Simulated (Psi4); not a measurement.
**TPSSh/def2-TZVPP run of NOF (nitrosyl fluoride)**

What is the energy change on altering one bond length of NOF (nitrosyl fluoride) at TPSSh/def2-TZVPP? 

Program for the calculation: Psi4 1.11.

### 1 The system as given

NOF has 3 atoms, charge 0, and is taken as a singlet. As SMILES, `O=NF`. The shape is that of a PBE0-D4/def2-TZVP optimisation.

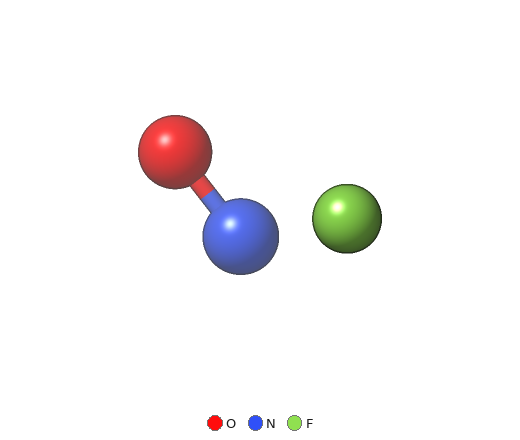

Viewed from a chosen angle; oxygen red, nitrogen blue, fluorine green.

### 2 Energy and gradient at TPSSh/def2-TZVPP

File fno.xyz:

```xyz
3
FNO
O      0.868350     0.242970     0.504740
N      0.148930    -0.482540     0.029910
F     -1.017290     0.239580    -0.534650
```

File job.py:

```python
import psi4

psi4.set_memory('2200 MB')
psi4.set_num_threads(1)
psi4.set_output_file('run.log', False)

with open('fno.xyz') as f:
    atoms = ''.join(f.readlines()[2:])
geom = psi4.geometry('0 1\n' + atoms + 'symmetry c1')

psi4.set_options({
    'puream': True,
    'e_convergence': 1e-09,
    'd_convergence': 1e-08,
    'scf_type': 'pk',
    'dft_radial_points': 99,
    'dft_spherical_points': 590,
})

E, wfn = psi4.gradient('tpssh/def2-TZVPP', molecule=geom, return_wfn=True)
psi4.oeprop(wfn, 'LOWDIN_CHARGES', 'WIBERG_LOWDIN_INDICES', 'DIPOLE')
print('gradient / Eh bohr^-1')
print(E.np.round(6))
print(f'energy = {wfn.energy():.10f} Eh')
for k, v in sorted(psi4.core.scalar_variables().items()):
    print(f'{k:45s} {v:18.10f}')
```

Command:

```sh
python job.py
```

run.log:

```text
[...]
  Running in c1 symmetry.
[...]
  Nuclear repulsion =   66.472921694977643
[...]
  Multiplicity = 1
[...]
  Nalpha       = 12
  Nbeta        = 12
[...]
    Number of basis functions: 93
[...]
   @RKS iter   1:  -229.75913273666399   -2.89055e-01   4.78538e-03 DIIS/ADIIS
[...]
   @RKS iter  11:  -229.81602447059723   -1.13687e-13   2.08149e-09 DIIS
[...]
    Orbital Energies [Eh]
    ---------------------
    Doubly Occupied:
       1A    -24.604948     2A    -19.206109     3A    -14.482733
       4A     -1.291184     5A     -1.146062     6A     -0.698177
       7A     -0.572094     8A     -0.549907     9A     -0.529025
      10A     -0.390049    11A     -0.375867    12A     -0.325686
[...]
  @RKS Final Energy:  -229.81602447059723
   => Energetics <=
    Nuclear Repulsion Energy =             66.4729216949776429
    One-Electron Energy =                -448.2587319422758583
    Two-Electron Energy =                 175.3244338181744411
    DFT Exchange-Correlation Energy =     -23.3546480414734461
    Empirical Dispersion Energy =           0.0000000000000000
    VV10 Nonlocal Energy =                  0.0000000000000000
    Total Energy =                       -229.8160244705972275
[...]
  -Total Gradient:
     Atom            X                  Y                   Z
    ------   -----------------  -----------------  -----------------
       1       -0.016602610079    -0.012524640848     0.000000000000
       2        0.003700632893     0.018722043524     0.000000000000
       3        0.012902603082    -0.006189533933     0.000000000000
[...]
 Multipole Moments:
 ------------------------------------------------------------------------------------
     Multipole            Electronic (a.u.)      Nuclear  (a.u.)        Total (a.u.)
 ------------------------------------------------------------------------------------
 L = 1.  Multiply by 2.5417464519 to convert [e a0] to [Debye]
 Dipole X            :         -0.5015831            1.0164658            0.5148827
 Dipole Y            :          0.0507626           -0.1919967           -0.1412341
 Dipole Z            :          0.0000000           -0.0000000            0.0000000
 Magnitude           :                                                    0.5339019
[...]
```

On the terminal:

```text
gradient / Eh bohr^-1
[[-0.016603 -0.012525  0.      ]
 [ 0.003701  0.018722  0.      ]
 [ 0.012903 -0.00619   0.      ]]
energy = -229.8160244706 Eh
CURRENT ENERGY                                   -229.8160244706
CURRENT REFERENCE ENERGY                         -229.8160244706
DD SOLVATION ENERGY                                 0.0000000000
DFT FUNCTIONAL TOTAL ENERGY                      -229.8160244706
DFT TOTAL ENERGY                                 -229.8160244706
DFT VV10 ENERGY                                     0.0000000000
DFT XC ENERGY                                     -23.3546480415
GRID ELECTRONS ALPHA                               11.9999999436
GRID ELECTRONS BETA                                11.9999999436
GRID ELECTRONS TOTAL                               23.9999998872
NUCLEAR REPULSION ENERGY                           66.4729216950
ONE-ELECTRON ENERGY                              -448.2587319423
PCM POLARIZATION ENERGY                             0.0000000000
PE ENERGY                                           0.0000000000
SCF ITERATION ENERGY                             -229.8160244706
SCF ITERATIONS                                     11.0000000000
SCF TOTAL ENERGY                                 -229.8160244706
TWO-ELECTRON ENERGY                               175.3244338182
XC GRID RADIAL POINTS                              99.0000000000
XC GRID SPHERICAL POINTS                          590.0000000000
XC GRID TOTAL POINTS                           168222.0000000000
```

Wall time 27 s (1 thread of Intel Xeon Platinum 8259CL at 2.50GHz (Skylake/Cascade Lake), shared host); peak memory 1.3 GiB.

### 3 The distorted shape

File job.json:

```json
{
  "schema_name": "qcschema_input",
  "schema_version": 1,
  "molecule": {
    "schema_name": "qcschema_molecule",
    "schema_version": 2,
    "symbols": ["O", "N", "F"],
    "geometry": [3.40403359, -0.63255369, 1.80732084, 2.04452682, -2.0035689, 0.91002218, -1.92239949, 0.45274058, -1.01034207],
    "molecular_charge": 0,
    "molecular_multiplicity": 1,
    "fix_symmetry": "c1",
    "fix_com": true,
    "fix_orientation": true
  },
  "driver": "gradient",
  "model": {
    "method": "tpssh",
    "basis": "def2-TZVPP"
  },
  "keywords": {
    "puream": true,
    "e_convergence": 1e-09,
    "d_convergence": 1e-08,
    "scf_type": "pk",
    "dft_radial_points": 99,
    "dft_spherical_points": 590
  }
}
```

Command:

```sh
psi4 --qcschema job.json -n 1 --memory 2200MB
```

stdout:

```text
[...]
  Running in c1 symmetry.
[...]
  Nuclear repulsion =   50.547777982925652
[...]
  Multiplicity = 1
[...]
  Nalpha       = 12
  Nbeta        = 12
[...]
    Number of basis functions: 93
[...]
   @RKS iter   1:  -229.47098050530101   -3.21254e-01   7.69983e-03 DIIS/ADIIS
[...]
   @RKS iter  22:  -229.73087063203130   -1.46741e-10   5.97172e-09 DIIS
[...]
    Orbital Energies [Eh]
    ---------------------
    Doubly Occupied:
       1A    -24.486394     2A    -19.331656     3A    -14.544073
       4A     -1.361593     5A     -0.989849     6A     -0.770243
       7A     -0.618308     8A     -0.613708     9A     -0.572650
      10A     -0.276601    11A     -0.266450    12A     -0.265739
[...]
  @RKS Final Energy:  -229.73087063203130
   => Energetics <=
    Nuclear Repulsion Energy =             50.5477779829256519
    One-Electron Energy =                -416.4820211462395037
    Two-Electron Energy =                 159.4116837721434479
    DFT Exchange-Correlation Energy =     -23.2083112408608976
    Empirical Dispersion Energy =           0.0000000000000000
    VV10 Nonlocal Energy =                  0.0000000000000000
    Total Energy =                       -229.7308706320312979
[...]
 Multipole Moments:
 ------------------------------------------------------------------------------------
     Multipole            Electronic (a.u.)      Nuclear  (a.u.)        Total (a.u.)
 ------------------------------------------------------------------------------------
 L = 1.  Multiply by 2.5417464519 to convert [e a0] to [Debye]
 Dipole X            :        -22.1623492           24.2423611            2.0800119
 Dipole Y            :         14.2009223          -15.0107466           -0.8098243
 Dipole Z            :        -10.6770463           11.7356434            1.0585971
 Magnitude           :                                                    2.4704033
[...]
  -Total Gradient:
     Atom            X                  Y                   Z
    ------   -----------------  -----------------  -----------------
       1        0.039862179709     0.037293830311     0.025995679013
       2       -0.014336220537    -0.052101663769    -0.013530879003
       3       -0.025526446129     0.014808188879    -0.012465029918
[...]
```

The result, in JSON:

```text
{
 "driver": "gradient",
 "model": {
  "method": "tpssh",
  "basis": "def2-TZVPP"
 },
 "success": true,
 "return_result": [0.03986217970898698, 0.03729383031081407, 0.02599567901282973, -0.014336220537368882, -0.052101663768953255, -0.013530879003404994, -0.025526446129101415, 0.014808188878902997, -0.01246502991760722],
 "properties": {
  "calcinfo_nbasis": 93,
  "calcinfo_nmo": 93,
  "calcinfo_nalpha": 12,
  "calcinfo_nbeta": 12,
  "calcinfo_natom": 3,
  "nuclear_repulsion_energy": 50.54777798292565,
  "return_energy": -229.7308706320313,
  "return_gradient": [0.03986217970898698, 0.03729383031081407, 0.02599567901282973, -0.014336220537368882, -0.052101663768953255, -0.013530879003404994, -0.025526446129101415, 0.014808188878902997, -0.01246502991760722],
  "scf_one_electron_energy": -416.4820211462395,
  "scf_two_electron_energy": 159.41168377214345,
  "scf_xc_energy": -23.208311240860898,
  "scf_dipole_moment": [2.0800118839634862, -0.8098243429539416, 1.058597074889704],
  "scf_total_energy": -229.7308706320313,
  "scf_total_gradient": [0.03986217970898698, 0.03729383031081407, 0.02599567901282973, -0.014336220537368882, -0.052101663768953255, -0.013530879003404994, -0.025526446129101415, 0.014808188878902997, -0.01246502991760722],
  "scf_iterations": 22
 }
}
```

Run time: 37 s. Hardware: 1 thread of Intel Xeon Platinum 8259CL at 2.50GHz (Skylake/Cascade Lake), shared host; peak memory 1.2 GiB.

### 4 Outcome

At TPSSh/def2-TZVPP:

| quantity | value |
| --- | --- |
| first shape: total energy | -229.81602 Eh |
| first shape: dipole moment | 1.36 D |
| first shape: HOMO energy | -8.86 eV |
| first shape: LUMO energy | -3.87 eV |
| first shape: HOMO–LUMO gap | 4.99 eV |
| first shape: largest force on an atom | 1.069 eV/Å |
| distorted shape: total energy | -229.73087 Eh |
| distorted shape: dipole moment | 6.28 D |
| distorted shape: HOMO energy | -7.23 eV |
| distorted shape: LUMO energy | -6.11 eV |
| distorted shape: HOMO–LUMO gap | 1.12 eV |
| distorted shape: largest force on an atom | 3.109 eV/Å |
| energy change with the N2–F3 bond stretched from 1.483 to 2.670 Å | 2.317 eV |

One bond (distorted shape) is far stretched, which a spin-restricted single reference describes badly; a broken-symmetry solution may lie lower. With the N2–F3 bond stretched from 1.483 to 2.670 Å the energy rises by 2.32 eV (224 kJ/mol). The first shape isn't relaxed at this level, so the change isn't measured from a minimum. A restricted reference can't describe the breaking bond well at this length. The largest force (first shape) is 1.07 eV/Å: the shape isn't a stationary point for this species at this level.
